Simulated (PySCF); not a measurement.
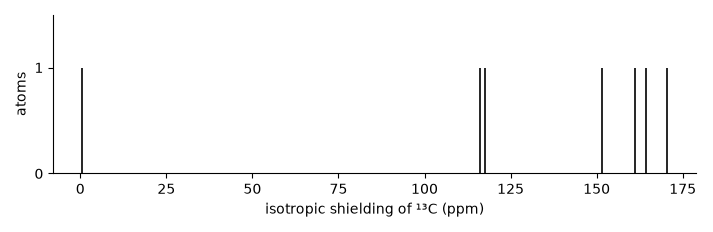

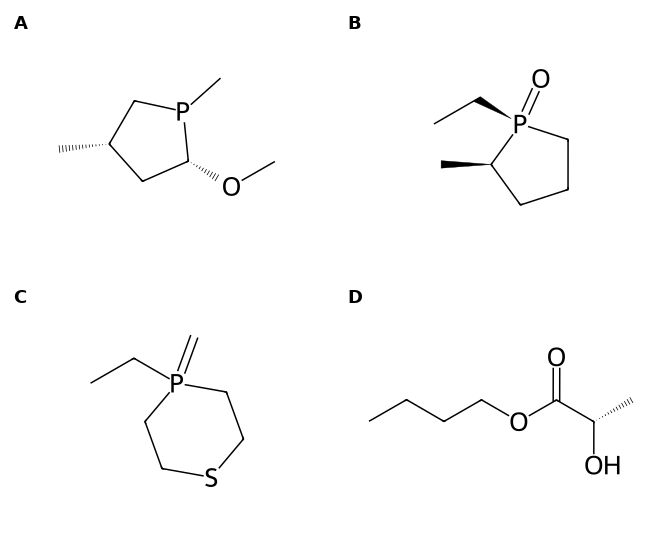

The sticks are computed shieldings of one of the molecules, for one fixed geometry (GFN2-xTB) without averaging over rotations. Low shielding means a high chemical shift. Method: GIAO PBE0/pcSseg-1 NMR shielding, non-relativistic, gas phase (PySCF 2.14.0).

Match the spectrum to a structure.

Answer. D, `CCCCOC(=O)[C@H](C)O`. Its 7 C atoms give lines at 0.6, 116.0, 117.5, 151.7, 161.2, 164.4, 170.3 ppm.

The geometry is semi-empirical. Around P such bond lengths and angles can be off by a tenth of an ångström or more and by several degrees, and values that hang on the shape move with them.
